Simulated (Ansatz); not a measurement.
# CHSi (doublet): correlated methods under varied settings at distance Si1–H3 = 1.817 Å

Aim: run CHSi (doublet) at one geometry under a spread of methods and options, and see what each costs and gives.

Program: Ansatz 0.2.0, Gaussian basis. Level of theory: the settings change from run to run. These are calculated values, not measurements.

24 further runs of the same task are left out: 5 for a known fault of the program, 16 that didn't finish, 3 set aside as unsound or not needed.

### 1 The geometry

The geometry derives from a PBE0/def2-TZVP stationary point (not a proven minimum). One bond is set to the value named and the two fragments are kept rigid.

3 atoms, charge 0, spin multiplicity 2.

Atoms are counted from 1 here; the program's logs count them from 0.

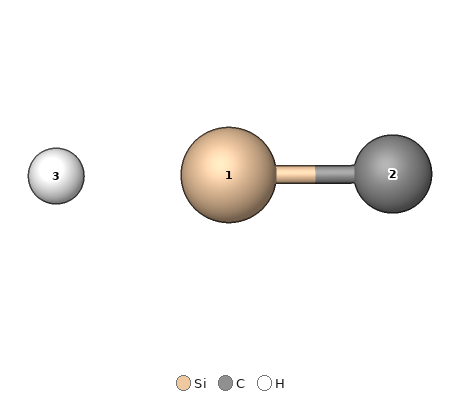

The structure; silicon light orange, carbon grey, hydrogen white; atoms are numbered from 1 in the order of the file.

### 2 HF/6-31G

in.yaml

```yaml
crystal:
  periodic: [false, false, false]
  atoms:
    - {symbol: Si, position_ang: [0.000000, 0.000000, -0.030243]}
    - {symbol: C, position_ang: [0.000000, 0.000000, -1.756513]}
    - {symbol: H, position_ang: [0.000000, 0.000000, 1.786757]}
basis:
  gaussian: {orbitals: 6-31G}
magnetization: {spin_polarized: false, initial_magnetization: 1}
hamiltonian: {xc: hf}
output: {forces: true, orbitals: {seedname: orbitals}}
```

Started as:

```sh
> ansatz run in.yaml --threads 1 --pin off --events-out ev --progress --plain --max-ram 2393MiB
```

Output:

```text
Functional definition: HF
  name "HF"
  cite "Fock, Z. Phys. 61, 126 (1930) doi:10.1007/BF01340294"
  parent pbe
  exchange = exact_x
  correlation = 0
299 factors; integrals over basis functions are off by at most 1.4e-4 eV
mean field evaluation 1: about -8898.1386 eV, gradient 1.5e1 eV
mean field evaluation 2: about -8898.1406 eV, gradient 1.5e1 eV
mean field evaluation 4: about -8899.0857 eV, gradient 2.0e0 eV
mean field evaluation 8: about -8899.1577 eV, gradient 1.8e-1 eV
mean field evaluation 16: about -8897.8755 eV, gradient 7.8e0 eV
mean field evaluation 32: about -8886.7879 eV, gradient 3.2e1 eV
mean field evaluation 64: about -8899.1544 eV, gradient 2.9e-1 eV
mean field -8899.16121519 eV, -327.0381425902 hartree, gradient 2.5e-5 eV, S^2 0.750000; 4 other end points of the search recorded, 0 dependent functions left out
the calculation of the forces begins
reference -8899.16121519 eV, -327.0381425902 hartree; 11, 10 occupied and 13, 14 virtual orbitals, 299 factors
Total energy: -8899.16121519 eV, -327.0381425902 hartree
Atom 0 at     0.000000     0.000000    -0.030243 Å, force     0.000000    -0.000000     4.263639 eV/Å
Atom 1 at     0.000000     0.000000    -1.756513 Å, force     0.000000     0.000000    -0.979649 eV/Å
Atom 2 at     0.000000     0.000000     1.786757 Å, force     0.000000     0.000000    -3.283989 eV/Å
Dipole moment:     0.000000    -0.000000     0.716757 e Å
```

It took 0.3 s on 1 thread of Arm Neoverse V1, shared host.

### 3 CISD/6-31G

Changes to in.yaml since step 2:

```diff
@@ -9,3 +9,2 @@
 magnetization: {spin_polarized: false, initial_magnetization: 1}
-hamiltonian: {xc: hf}
-output: {forces: true, orbitals: {seedname: orbitals}}
+correlation: {active_space: {ras: {orbitals: [10, 1, 13], electrons: 21, max_holes: 2, max_particles: 2}, fixed_orbitals: true}}
```

Launched as before.

Output:

```text
Functional definition: HF
  name "HF"
  cite "Fock, Z. Phys. 61, 126 (1930) doi:10.1007/BF01340294"
  parent pbe
  exchange = exact_x
  correlation = 0
299 factors; integrals over basis functions are off by at most 1.4e-4 eV
mean field evaluation 1: about -8898.1386 eV, gradient 1.5e1 eV
mean field evaluation 2: about -8898.1406 eV, gradient 1.5e1 eV
mean field evaluation 4: about -8899.0857 eV, gradient 2.0e0 eV
mean field evaluation 8: about -8899.1577 eV, gradient 1.8e-1 eV
mean field evaluation 16: about -8899.1548 eV, gradient 3.2e-1 eV
mean field evaluation 32: about -8898.4443 eV, gradient 4.9e0 eV
mean field -8899.16121519 eV, -327.0381425902 hartree, gradient 8.5e-7 eV, S^2 0.750000; 8 other end points of the search recorded, 0 dependent functions left out
reference -8899.16121519 eV, -327.0381425902 hartree; 11, 10 occupied and 13, 14 virtual orbitals, 299 factors
state -8903.63456976 eV, -327.2025353384 hartree
Total energy: -8903.63456976 eV, -327.2025353384 hartree
```

Run time: 3.2 s. Hardware: 1 thread of Arm Neoverse V1, shared host.

From the report: 13,489 determinants.

### 4 BCCD(T) on ROHF/6-31G

Changes to in.yaml since step 3:

```diff
@@ -9,2 +9,2 @@
 magnetization: {spin_polarized: false, initial_magnetization: 1}
-correlation: {active_space: {ras: {orbitals: [10, 1, 13], electrons: 21, max_holes: 2, max_particles: 2}, fixed_orbitals: true}}
+correlation: {method: bccd_t, electrons: all}
```

Launched as before.

Output (excerpt; [...] marks lines left out):

```text
Functional definition: HF
  name "HF"
  cite "Fock, Z. Phys. 61, 126 (1930) doi:10.1007/BF01340294"
  parent pbe
[...]
299 factors; integrals over basis functions are off by at most 1.4e-4 eV
[...]
mean field -8899.16121519 eV, -327.0381425902 hartree, gradient 8.5e-7 eV, S^2 0.750000; 9 other end points of the search recorded, 0 dependent functions left out
[...]
determinant -8899.16121519 eV, -327.0381425902 hartree, with singles and doubles -8904.08482128 eV, -327.2190817765 hartree
determinant -8898.20913533 eV, -327.0031543007 hartree, with singles and doubles -8903.91304339 eV, -327.2127690555 hartree
determinant -8896.64446359 eV, -326.9456536748 hartree, with singles and doubles -8900.77166884 eV, -327.0973256701 hartree
determinant -8899.16121519 eV, -327.0381425902 hartree, with singles and doubles -8904.08382804 eV, -327.2190452759 hartree
determinant -8898.20913533 eV, -327.0031543007 hartree, with singles and doubles -8903.92005543 eV, -327.2130267432 hartree
unrestricted determinant -8900.36987579 eV, -327.0825600480 hartree, S^2 2.3378
reference -8899.16121519 eV, -327.0381425902 hartree; 11, 10 occupied and 13, 14 virtual orbitals, 299 factors
second order -4.37614184 eV of doubles, -0.00812644 eV of singles
cycle   1  -4.85041960 eV  change    7.2e-2 eV  update   2.1e-2
[...]
cycle  13  -4.87719097 eV  change   -1.6e-5 eV  update   1.3e-5
perturbative correction -0.32589691 eV, -0.0119764906 hartree
WARN: the results are in doubt because among natural orbitals full CI differs from the method by -0.085 eV
Total energy: -8904.36430308 eV, -327.2293525432 hartree
In doubt: among natural orbitals full CI differs from the method by -0.085 eV
```

Run time: 2.7 s. Hardware: 1 thread of Arm Neoverse V1, shared host.

From the report: correlation -5.2031 eV; largest double amplitude 0.16. Mind the lines of doubt at the end of the log.

### 5 CCSD on ROHF/cc-pVDZ

Changes to in.yaml since step 4:

```diff
@@ -7,4 +7,7 @@
 basis:
-  gaussian: {orbitals: 6-31G}
+  gaussian: {orbitals: cc-pVDZ}
 magnetization: {spin_polarized: false, initial_magnetization: 1}
-correlation: {method: bccd_t, electrons: all}
+hamiltonian: {pseudopotentials: {relativity: none}}
+correlation: {method: ccsd, electrons: all}
+accuracy: high
+output: {forces: true}
```

Launched as before.

Output (excerpt; [...] marks lines left out):

```text
Functional definition: HF
  name "HF"
  cite "Fock, Z. Phys. 61, 126 (1930) doi:10.1007/BF01340294"
  parent pbe
[...]
719 factors; integrals over basis functions are off by at most 3.4e-9 eV
[...]
mean field -8900.91346174 eV, -327.1025364631 hartree, gradient 2.8e-8 eV, S^2 0.750000; 9 other end points of the search recorded, 0 dependent functions left out
[...]
determinant -8900.91346174 eV, -327.1025364631 hartree, with singles and doubles -8907.76140234 eV, -327.3541936384 hartree
determinant -8899.72236294 eV, -327.0587643895 hartree, with singles and doubles -8906.97114347 eV, -327.3251521606 hartree
determinant -8898.55380545 eV, -327.0158206940 hartree, with singles and doubles -8904.77754384 eV, -327.2445388612 hartree
unrestricted determinant -8901.56450383 eV, -327.1264618185 hartree, S^2 1.9803
reference -8900.91346174 eV, -327.1025364631 hartree; 11, 10 occupied and 26, 27 virtual orbitals, 719 factors
second order -6.14903382 eV of doubles, -0.03690672 eV of singles
cycle   1  -6.84595914 eV  change    2.0e-3 eV  update   2.6e-3
[...]
cycle  25  -6.84753246 eV  change   2.3e-10 eV  update   1.1e-9
WARN: the results are in doubt because among natural orbitals full CI differs from the method by -0.132 eV
[...]
Total energy: -8907.76099420 eV, -327.3541786396 hartree
Atom 0 at     0.000000     0.000000    -0.030243 Å, force     0.000000    -0.000000     3.646690 eV/Å
Atom 1 at     0.000000     0.000000    -1.756513 Å, force    -0.000000     0.000000    -1.092613 eV/Å
Atom 2 at     0.000000     0.000000     1.786757 Å, force    -0.000000     0.000000    -2.554076 eV/Å
Dipole moment:     0.000000     0.000000     0.573467 e Å
In doubt: among natural orbitals full CI differs from the method by -0.132 eV
```

Wall time 13 s (1 thread of Arm Neoverse V1, shared host).

From the report: correlation -6.8475 eV; T1 0.026; largest double amplitude 0.14. Mind the lines of doubt at the end of the log.

### 6 All runs side by side

Where basis and cores are those of an earlier FCI/6-31G run (-8904.3359 eV), and the state is the same kind, the miss against it is given. † marks a result that the program doubts.

```tsv
level	correlated	functions	energy (eV)	from FCI (meV)	time
HF/6-31G		24	-8899.1612	5174.7	0.3 s
CISD/6-31G	all	24	-8903.6346		3.2 s
BCCD(T) on ROHF/6-31G †	all	24	-8904.3643		2.7 s
CCSD on ROHF/cc-pVDZ †	all	37	-8907.7610		13 s
```

### 7 Summary of results

```
quantity                         value
    runs                             4
quickest               HF/6-31G, 0.3 s
 slowest  CCSD on ROHF/cc-pVDZ †, 13 s
```

Total energies in different bases, with other cores or another treatment of relativity can't be set against each other. CCSD on ROHF/cc-pVDZ † took 43 times as long as HF/6-31G; the jobs differ in more than the method. Hartree-Fock, CASSCF and CASCI lack dynamic correlation by design.
